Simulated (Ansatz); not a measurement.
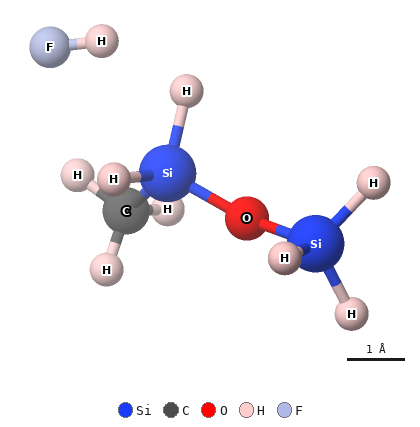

**Figure 1.** The starting structure (ball-and-stick view, seen at a tilt). Bond lengths as drawn: C–H 1.10 Å, C–Si 1.87 Å, F–H 0.93 Å, H–Si 1.49 to 1.51 Å and O–Si 1.66 Å.

# Run report: CH₉FOSi₂, nudged elastic band (part 1 of 2)

The run: nudged elastic band of CH₉FOSi₂. Method and program: RKS B3LYP/def2-SVP (Ansatz 0.2.0).

It belongs to a series of runs on one base structure; here: band between the two ends.

Output
```
Engine: ansatz 0.2.0, aarch64-unknown-linux-gnu
Functional definition: B3LYP
  parameter a0 = 0.2
  parameter ax = 0.72
  parameter ac = 0.81
  exchange = (1 - a0 - ax)*slater_x + ax*b88_x + a0*exact_x
  correlation = (1 - ac)*vwn_rpa_c + ac*lyp_c
1282 factors; integrals over basis functions are off by at most 3.3e-4 eV
mean field evaluation 1: about -21687.3891 eV, gradient 7.0e1 eV
mean field evaluation 2: about -21673.8036 eV, gradient 1.1e2 eV
mean field evaluation 4: about -21696.7286 eV, gradient 4.7e0 eV
mean field evaluation 8: about -21696.7758 eV, gradient 6.0e-2 eV
mean field -21696.77582566 eV, -797.3418049900 hartree, gradient 5.7e-5 eV, S^2 0.000000; 0 other end points of the search recorded, 0 dependent functions left out
the calculation of the forces begins
reference -21696.77612859 eV, -797.3418161224 hartree; 30, 30 occupied and 93, 93 virtual orbitals, 1282 factors
1279 factors; integrals over basis functions are off by at most 1.3e-3 eV
mean field evaluation 16: about -21676.7642 eV, gradient 1.1e2 eV
mean field -21698.33827631 eV, -797.3992239926 hartree, gradient 5.5e-5 eV, S^2 0.000000; 0 other end points of the search recorded, 0 dependent functions left out
[... from here on the field's lines of each further geometry are left out, up to the last ...]
NEB iter   1: max|band force component| = 1.254e1 eV/Å  barrier→ = 2.1761 eV  barrier← = 3.7385 eV  Δτ_max = 0.2000 Å  (219 SCF iters)
NEB iter   2: max|band force component| = 2.119e0 eV/Å  barrier→ = 1.6017 eV  barrier← = 3.1642 eV  Δτ_max = 0.2000 Å  (190 SCF iters)
NEB iter   3: max|band force component| = 2.230e0 eV/Å  barrier→ = 1.5855 eV  barrier← = 3.1479 eV  Δτ_max = 0.0997 Å  (190 SCF iters)
NEB iter   4: max|band force component| = 5.725e-1 eV/Å  barrier→ = 1.5675 eV  barrier← = 3.1299 eV  Δτ_max = 0.1985 Å  (183 SCF iters)
NEB iter   5: max|band force component| = 4.371e-1 eV/Å  barrier→ = 1.5321 eV  barrier← = 3.0945 eV  CI = image 4  Δτ_max = 0.2000 Å  (190 SCF iters)
NEB iter   6: max|band force component| = 1.074e0 eV/Å  barrier→ = 1.5330 eV  barrier← = 3.0955 eV  CI = image 4  Δτ_max = 0.1023 Å  (187 SCF iters)
NEB iter   7: max|band force component| = 4.675e-1 eV/Å  barrier→ = 1.5293 eV  barrier← = 3.0918 eV  CI = image 4  Δτ_max = 0.2000 Å  (184 SCF iters)
NEB iter   8: max|band force component| = 7.415e-1 eV/Å  barrier→ = 1.5271 eV  barrier← = 3.0895 eV  CI = image 4  Δτ_max = 0.1046 Å  (178 SCF iters)
NEB iter   9: max|band force component| = 3.251e-1 eV/Å  barrier→ = 1.5264 eV  barrier← = 3.0888 eV  CI = image 4  Δτ_max = 0.2000 Å  (177 SCF iters)
NEB iter  10: max|band force component| = 1.282e0 eV/Å  barrier→ = 1.5258 eV  barrier← = 3.0882 eV  CI = image 4  Δτ_max = 0.1000 Å  (179 SCF iters)
NEB iter  11: max|band force component| = 5.001e-1 eV/Å  barrier→ = 1.5250 eV  barrier← = 3.0874 eV  CI = image 4  Δτ_max = 0.1626 Å  (182 SCF iters)
NEB iter  12: max|band force component| = 2.676e-1 eV/Å  barrier→ = 1.5242 eV  barrier← = 3.0867 eV  CI = image 4  Δτ_max = 0.2000 Å  (176 SCF iters)
NEB iter  13: max|band force component| = 7.309e-1 eV/Å  barrier→ = 1.5235 eV  barrier← = 3.0860 eV  CI = image 4  Δτ_max = 0.1008 Å  (176 SCF iters)
NEB iter  14: max|band force component| = 2.396e-1 eV/Å  barrier→ = 1.5227 eV  barrier← = 3.0852 eV  CI = image 4  Δτ_max = 0.0948 Å  (175 SCF iters)
NEB iter  15: max|band force component| = 9.477e-2 eV/Å  barrier→ = 1.5219 eV  barrier← = 3.0844 eV  CI = image 4  Δτ_max = 0.2000 Å  (172 SCF iters)
NEB iter  16: max|band force component| = 7.702e-1 eV/Å  barrier→ = 1.5211 eV  barrier← = 3.0836 eV  CI = image 4  Δτ_max = 0.0996 Å  (173 SCF iters)
NEB iter  17: max|band force component| = 2.516e-1 eV/Å  barrier→ = 1.5203 eV  barrier← = 3.0827 eV  CI = image 4  Δτ_max = 0.0776 Å  (168 SCF iters)
NEB iter  18: max|band force component| = 1.645e-1 eV/Å  barrier→ = 1.5195 eV  barrier← = 3.0819 eV  CI = image 4  Δτ_max = 0.0541 Å  (174 SCF iters)
NEB iter  19: max|band force component| = 9.980e-2 eV/Å  barrier→ = 1.5187 eV  barrier← = 3.0812 eV  CI = image 4  Δτ_max = 0.0281 Å  (168 SCF iters)
NEB iter  20: max|band force component| = 4.362e-2 eV/Å  barrier→ = 1.5180 eV  barrier← = 3.0805 eV  CI = image 4  Δτ_max = 0.0246 Å  (167 SCF iters)
NEB iter  21: max|band force component| = 4.362e-2 eV/Å  barrier→ = 1.5174 eV  barrier← = 3.0799 eV  CI = image 4  Δτ_max = 0.0252 Å  (25 SCF iters)
NEB iter  22: max|band force component| = 4.917e-2 eV/Å  barrier→ = 1.5168 eV  barrier← = 3.0792 eV  CI = image 4  Δτ_max = 0.0264 Å  (25 SCF iters)
NEB iter  23: max|band force component| = 7.443e-2 eV/Å  barrier→ = 1.5161 eV  barrier← = 3.0786 eV  CI = image 4  Δτ_max = 0.1095 Å  (24 SCF iters)
NEB iter  24: max|band force component| = 9.067e-2 eV/Å  barrier→ = 1.5154 eV  barrier← = 3.0779 eV  CI = image 4  Δτ_max = 0.0550 Å  (174 SCF iters)
NEB iter  25: max|band force component| = 7.578e-2 eV/Å  barrier→ = 1.5146 eV  barrier← = 3.0771 eV  CI = image 4  Δτ_max = 0.0550 Å  (177 SCF iters)
NEB iter  26: max|band force component| = 7.800e-2 eV/Å  barrier→ = 1.5138 eV  barrier← = 3.0763 eV  CI = image 4  Δτ_max = 0.0275 Å  (176 SCF iters)
NEB iter  27: max|band force component| = 4.169e-2 eV/Å  barrier→ = 1.5131 eV  barrier← = 3.0756 eV  CI = image 4  Δτ_max = 0.0256 Å  (177 SCF iters)
NEB iter  28: max|band force component| = 4.843e-2 eV/Å  barrier→ = 1.5124 eV  barrier← = 3.0749 eV  CI = image 4  Δτ_max = 0.0247 Å  (25 SCF iters)
NEB iter  29: max|band force component| = 5.368e-2 eV/Å  barrier→ = 1.5118 eV  barrier← = 3.0742 eV  CI = image 4  Δτ_max = 0.0275 Å  (25 SCF iters)
NEB iter  30: max|band force component| = 4.788e-2 eV/Å  barrier→ = 1.5112 eV  barrier← = 3.0736 eV  CI = image 4  Δτ_max = 0.0231 Å  (180 SCF iters)
NEB iter  31: max|band force component| = 6.471e-2 eV/Å  barrier→ = 1.5105 eV  barrier← = 3.0730 eV  CI = image 4  Δτ_max = 0.0275 Å  (25 SCF iters)
NEB iter  32: max|band force component| = 5.380e-2 eV/Å  barrier→ = 1.5099 eV  barrier← = 3.0723 eV  CI = image 4  Δτ_max = 0.0275 Å  (179 SCF iters)
NEB iter  33: max|band force component| = 5.139e-2 eV/Å  barrier→ = 1.5093 eV  barrier← = 3.0717 eV  CI = image 4  Δτ_max = 0.0275 Å  (176 SCF iters)
NEB iter  34: max|band force component| = 7.167e-2 eV/Å  barrier→ = 1.5086 eV  barrier← = 3.0711 eV  CI = image 4  Δτ_max = 0.0137 Å  (176 SCF iters)
the calculation of the forces begins
reference -21698.33204357 eV, -797.3989949436 hartree; 30, 30 occupied and 93, 93 virtual orbitals, 1279 factors
1282 factors; integrals over basis functions are off by at most 1.0e-3 eV
mean field evaluation 1376: about -21695.2653 eV, gradient 8.0e-1 eV
mean field -21695.26759416 eV, -797.2863785047 hartree, gradient 2.3e-5 eV, S^2 0.000000; 1 other end points of the search recorded, 0 dependent functions left out
the calculation of the forces begins
reference -21695.26788866 eV, -797.2863893276 hartree; 30, 30 occupied and 93, 93 virtual orbitals, 1282 factors
NEB iter  35: max|band force component| = 4.755e-2 eV/Å  barrier→ = 1.5082 eV  barrier← = 3.0707 eV  CI = image 4  Δτ_max = 0.0000 Å  (342 SCF iters)
```

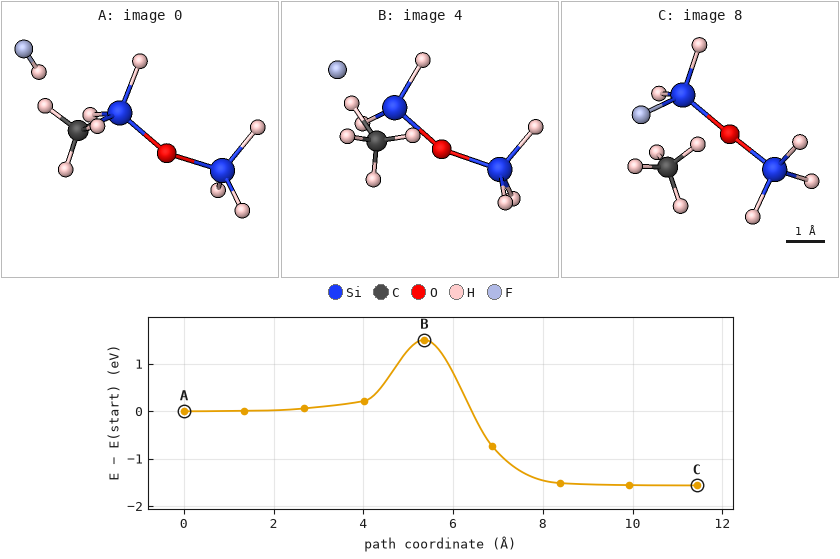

**Figure 2.** Images of the last band (counted from 0; ball-and-stick, seen at a tilt) above the energy along the path; the line is a cubic interpolation that uses the forces. The highest image is number 4, 1.508 eV above the start and 3.071 eV above the end (the climbing image); the end lies 1.562 eV below the start. The path is 11.43 Å long. The band converged in 35 iterations.

```
Total energy: -21695.26788866 eV, -797.2863893276 hartree
Atom 0 at     0.248062     1.018941     0.593397 Å, force     0.018400     0.003807     0.001768 eV/Å
Atom 1 at     0.732412    -1.008396     1.153595 Å, force    -0.003662     0.000703     0.003962 eV/Å
Atom 2 at    -0.824985     0.409064    -0.553046 Å, force    -0.033953    -0.006122     0.022146 eV/Å
Atom 3 at    -1.302154    -0.093112    -2.050781 Å, force     0.014739     0.000223    -0.016010 eV/Å
Atom 4 at     1.228873     1.709769    -0.275347 Å, force     0.000061     0.000138    -0.001145 eV/Å
Atom 5 at    -0.701872     1.702735     1.493268 Å, force     0.000043    -0.000324     0.000080 eV/Å
Atom 6 at     1.275478     0.038876     1.729343 Å, force     0.001439    -0.000643    -0.001690 eV/Å
Atom 7 at     1.564608     1.193762     2.021362 Å, force     0.000959     0.000628    -0.008250 eV/Å
Atom 8 at    -0.300020    -1.330632     1.339079 Å, force    -0.000305    -0.000143    -0.000136 eV/Å
Atom 9 at     1.084599    -1.369297     0.178669 Å, force    -0.000164    -0.000253     0.000101 eV/Å
Atom 10 at     1.361239    -1.503324     1.921570 Å, force    -0.000243    -0.000111     0.000393 eV/Å
Atom 11 at    -0.389553     0.431015    -3.112278 Å, force     0.000180     0.003248     0.000364 eV/Å
Atom 12 at    -2.686719     0.386376    -2.322312 Å, force     0.001291    -0.001136    -0.000504 eV/Å
Atom 13 at    -1.290069    -1.585675    -2.116422 Å, force     0.001215    -0.000015    -0.001078 eV/Å
Dipole moment:    -0.001325    -0.395931    -0.045108 e Å
this run last wrote the band of iteration 35 to [file]; this run last wrote the band within `neb.f_tol` of iteration 30 to [file]
```

The last band as extended XYZ (Å, eV, eV/Å)
```
14
Properties=species:S:1:pos:R:3:forces:R:3 image=0 energy=-21696.77583
Si    0.3401    0.2420    0.2315    0.0042  -0.0038  -0.0087
C     0.9367   -1.2525    1.1773    0.0016  -0.0022   0.0032
O    -0.7318   -0.2081   -0.9540    0.0008   0.0016   0.0035
Si   -1.5945    0.0645   -2.3435   -0.0019  -0.0004   0.0004
H     1.4654    1.0060   -0.3760   -0.0001   0.0019   0.0009
H    -0.3862    1.1670    1.1746    0.0012  -0.0020   0.0002
H     0.7452    1.6598    2.4732   -0.0007   0.0002   0.0022
F     1.6183    1.5554    2.7800   -0.0026   0.0002  -0.0016
H     0.0884   -1.8393    1.5645    0.0016   0.0012   0.0004
H     1.5527   -1.9110    0.5447   -0.0028   0.0031  -0.0005
H     1.5444   -0.9076    2.0287   -0.0021  -0.0007   0.0002
H    -0.7748    0.8334   -3.3258    0.0017   0.0009  -0.0016
H    -2.8329    0.8378   -2.0375    0.0001   0.0020   0.0016
H    -1.9712   -1.2473   -2.9375   -0.0011  -0.0021   0.0000
14
Properties=species:S:1:pos:R:3:forces:R:3 image=1 energy=-21696.76548
Si    0.2700    0.4536    0.3080    0.0058   0.0108   0.0163
C     0.8951   -1.1777    0.9752    0.0019   0.0042   0.0026
O    -0.9147    0.2528   -0.8339   -0.0034  -0.0263  -0.0077
Si   -1.5782   -0.0186   -2.3260    0.0101   0.0022  -0.0048
H     1.3785    1.2715   -0.2586   -0.0004   0.0007  -0.0008
H    -0.3606    1.2327    1.4298    0.0011  -0.0011  -0.0062
H     0.8454    1.4917    2.7230    0.0131  -0.0038   0.0008
F     1.7306    1.3207    2.9568   -0.0084   0.0055  -0.0011
H     0.0647   -1.8097    1.3287   -0.0021  -0.0003   0.0000
H     1.4597   -1.7402    0.2145   -0.0047   0.0011   0.0004
H     1.5627   -0.9685    1.8264   -0.0051  -0.0024  -0.0048
H    -0.5928    0.2998   -3.4017   -0.0051   0.0061   0.0020
H    -2.7820    0.8424   -2.4925   -0.0013  -0.0034   0.0005
H    -1.9784   -1.4502   -2.4497   -0.0014   0.0069   0.0027
14
Properties=species:S:1:pos:R:3:forces:R:3 image=2 energy=-21696.71520
Si    0.1213    0.6487    0.3678   -0.0051  -0.0094  -0.0102
C     0.6666   -1.0690    0.8867    0.0057  -0.0200  -0.0072
O    -1.0860    0.5507   -0.7789    0.0140  -0.0019  -0.0161
Si   -1.4556   -0.0732   -2.2733   -0.0183   0.0096   0.0140
H     1.2442    1.4607   -0.1749    0.0092  -0.0169  -0.0112
H    -0.4606    1.3603    1.5519    0.0290  -0.0125  -0.0042
H     1.2207    1.0883    2.9107   -0.0599   0.0764   0.0648
F     2.1244    1.0960    2.7046    0.0279  -0.0152   0.0136
H    -0.2027   -1.6707    1.1984    0.0101  -0.0131   0.0051
H     1.1702   -1.5960    0.0606   -0.0007  -0.0195  -0.0073
H     1.3744   -1.0033    1.7270    0.0119   0.0133  -0.0179
H    -0.4215    0.3233   -3.2758   -0.0138  -0.0066  -0.0026
H    -2.7820    0.4487   -2.6969   -0.0098   0.0113   0.0016
H    -1.5134   -1.5643   -2.2077   -0.0003   0.0045  -0.0225
14
Properties=species:S:1:pos:R:3:forces:R:3 image=3 energy=-21696.55867
Si    0.0631    0.7877    0.4761   -0.0417  -0.0595  -0.0276
C     0.5811   -0.9628    1.0255   -0.0316   0.0208  -0.0255
O    -1.0482    0.5179   -0.7344   -0.0357   0.0200  -0.0235
Si   -1.3958   -0.0869   -2.2333   -0.0290  -0.0015  -0.0253
H     1.2021    1.5582   -0.0924   -0.0018  -0.0315   0.0252
H    -0.6392    1.5372    1.5452    0.0180  -0.0277   0.0096
H     1.8546    0.3450    2.2530    0.1170   0.0813   0.1015
F     1.9577    1.2378    2.4962    0.0801  -0.0121   0.0756
H    -0.3511   -1.5152    1.2286   -0.0106  -0.0338  -0.0146
H     1.0845   -1.4636    0.1820   -0.0034  -0.0209   0.0011
H     1.2135   -1.1346    1.9159   -0.0240   0.0728  -0.0040
H    -0.3775    0.3622   -3.2293   -0.0159  -0.0053  -0.0203
H    -2.7425    0.3972   -2.6355   -0.0215  -0.0001  -0.0482
H    -1.4024   -1.5802   -2.1975    0.0000  -0.0024  -0.0240
14
Properties=species:S:1:pos:R:3:forces:R:3 image=4 energy=-21695.26759
Si    0.2481    1.0189    0.5934    0.0184   0.0038   0.0018
C     0.7324   -1.0084    1.1536   -0.0037   0.0007   0.0040
O    -0.8250    0.4091   -0.5530   -0.0340  -0.0061   0.0221
Si   -1.3022   -0.0931   -2.0508    0.0147   0.0002  -0.0160
H     1.2289    1.7098   -0.2753    0.0001   0.0001  -0.0011
H    -0.7019    1.7027    1.4933    0.0000  -0.0003   0.0001
H     1.2755    0.0389    1.7293    0.0014  -0.0006  -0.0017
F     1.5646    1.1938    2.0214    0.0010   0.0006  -0.0083
H    -0.3000   -1.3306    1.3391   -0.0003  -0.0001  -0.0001
H     1.0846   -1.3693    0.1787   -0.0002  -0.0003   0.0001
H     1.3612   -1.5033    1.9216   -0.0002  -0.0001   0.0004
H    -0.3896    0.4310   -3.1123    0.0002   0.0032   0.0004
H    -2.6867    0.3864   -2.3223    0.0013  -0.0011  -0.0005
H    -1.2901   -1.5857   -2.1164    0.0012   0.0000  -0.0011
```
